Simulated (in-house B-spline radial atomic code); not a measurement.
RPA and GW calculation for Zr⁷⁺

Zr⁷⁺, configuration [Ar] 3d10 4s2 4p3. Computed at this level: RPA, second-order and SOSEX correlation energies and G0W0 (contour deformation) on a scalar-relativistic (spin-free one-electron X2C) mean field, all electrons, B-spline basis (in-house B-spline radial atomic code).

## Input file
```
Z = 40
electrons = 33.0
configuration = [Ar] 3d10 4s2 4p3
hamiltonian = x2c
method = oep
lmax = 9
rms_radius = 4.2694
spin_polarised = True
box_radius = 8.41
intervals = 98
```

Launched within a batch (the task file carries these settings):
```bash
python <driver script> task.json out
```

The program writes its results to a structured record and prints no log; tables and figures of this report are taken from that record.

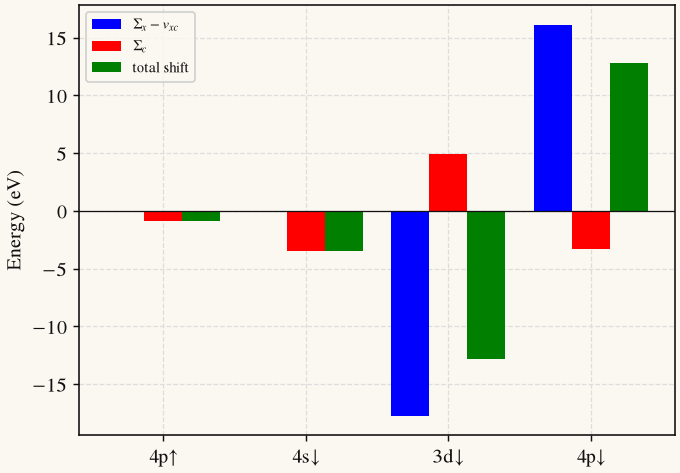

*Parts of the G₀W₀ correction to each level for Zr⁷⁺ ([Ar] 3d¹⁰ 4s² 4p³). All-electron spherical atom, scalar X2C, exchange-only OEP start, no spin-orbit coupling, Breit or QED terms; computed with a B-spline radial code. The quasi-particle equation is solved at full frequency; levels of low quasi-particle weight Z are left out. Σ columns are in eV, and Σc holds an estimate for the angular momenta beyond the basis.*

G₀W₀ moves the highest occupied level, 4p↑, from −134.93 to −135.81 eV (renormalisation factor Z = 0.96). The empty level 4p↓ goes from −126.80 to −114.00 eV.

```csv
Level,Mean field (eV),Σx − vxc (eV),Σc (eV),Z,G₀W₀ (eV)
4p↑,−134.93,0.00,−0.88,0.96,−135.81
4s↓,−151.19,0.00,−3.43,0.96,−154.62
3d↓,−287.71,−17.71,4.91,0.91,−300.51
4p↓,−126.80,16.12,−3.33,0.96,−114.00
```

## Results in brief

| quantity | value |
| --- | --- |
| outcome | converged |
| mean-field total energy | −3582.99656 hartree |
| total energy with exact exchange alone | −3582.99656 hartree |
| exact exchange energy | −110.10989 hartree |
| RPA correlation, extrapolated in the angular momentum of the empty orbitals | −2.51861 hartree |
| RPA correlation, as summed | −2.48581 hartree |
| direct second-order term | −2.82043 hartree |
| second-order exchange term | 0.83044 hartree |
| SOSEX term | 0.77558 hartree |
| hardware | 1 thread of Arm Neoverse N1, 98 GiB of memory available, shared host |
| wall time | 15 s |

## Remarks

Caveats: spin-orbit coupling, Breit and QED terms are absent.
